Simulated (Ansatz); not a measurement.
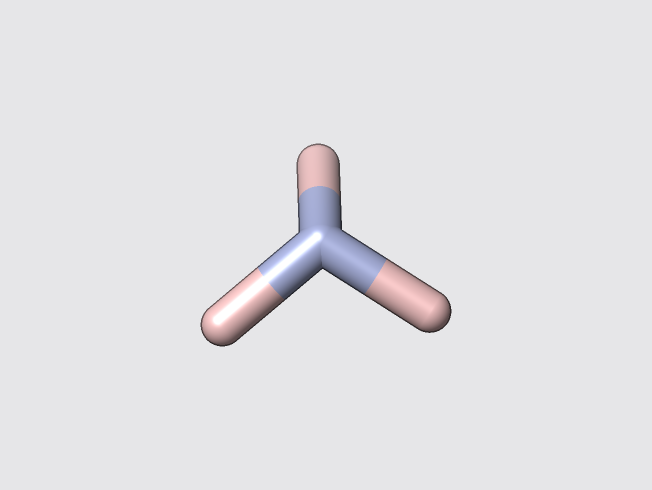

Colours: hydrogen pink, nitrogen light blue.

The computed structure is the end point of a PBE0-D4/def2-TZVP optimisation.

Count the atoms of each element.

NH3, 4 atoms: 1 nitrogen and 3 hydrogen.

What is the point group of this geometry?

C3v.

Count the bonded pairs by element.

3 N–H. Sticks follow a distance rule.

How many atoms are distinct by symmetry?

2: 3 H, 1 N.

More results for the same structure follow; atom numbers are the same in all pictures, views and colours differ.

Shape

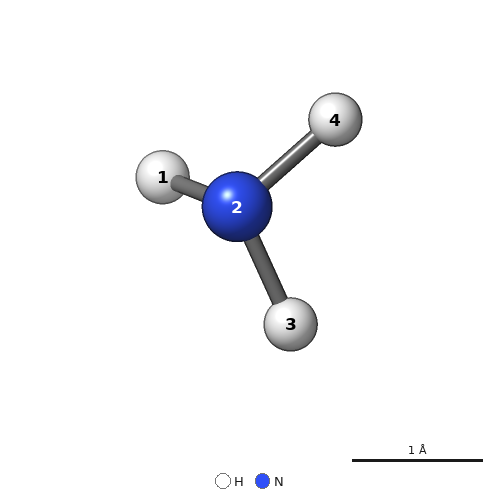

Numbered structure.

What are the angles H1–N2–H3?

```
   angle  degrees
H1–N2–H3    107.1
```

Thermal motion

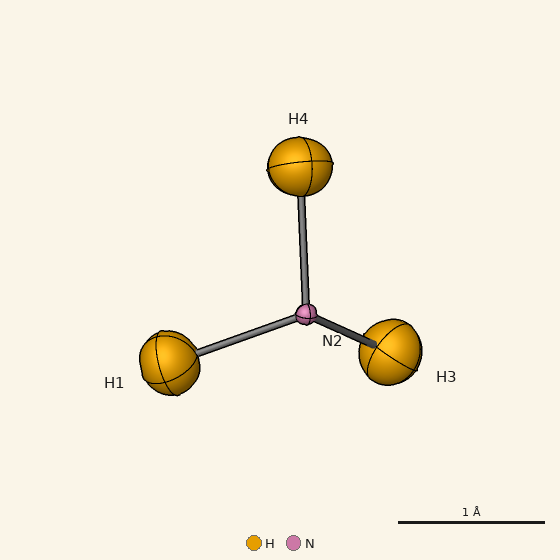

Displacement ellipsoids at the 50 % level, enlarged 2 times, from the internal vibrations of the free molecule (harmonic, no overall translation or rotation; no half-axis is drawn under 0.075 Å). Vibrations computed with RKS PBE0-D4/def2-TZVP (Ansatz 0.2.0). Temperature: 0 K (zero-point motion alone).

List U_eq and the three principal root-mean-square amplitudes for each kind of atom.

```
      atom  U_eq (Å²)   rms amplitudes (Å)
H1, H3, H4     0.0051  0.066, 0.073, 0.074
        N2    0.00011  0.008, 0.008, 0.014
```

Charges

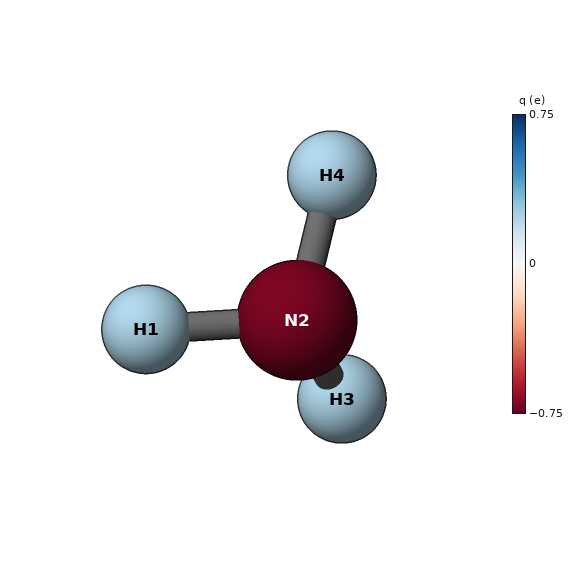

Atoms are coloured by their Mulliken charges. Method: RKS PBE0-D4/def2-TZVP (Ansatz 0.2.0).

List the Mulliken charges.

```tsv
atom	value (e)
H1	0.23
N2	−0.70
H3	0.23
H4	0.23
```

Electronic properties

Method: RKS PBE0-D4/def2-TZVPP (Ansatz 0.2.0).

Give the LUMO energy (Kohn–Sham orbital) at this level.

1.03 eV.

Estimate the HOMO energy (Kohn–Sham orbital).

−7.58 eV.

Mulliken values depend strongly on the basis set and can even reverse the polarity of a bond.
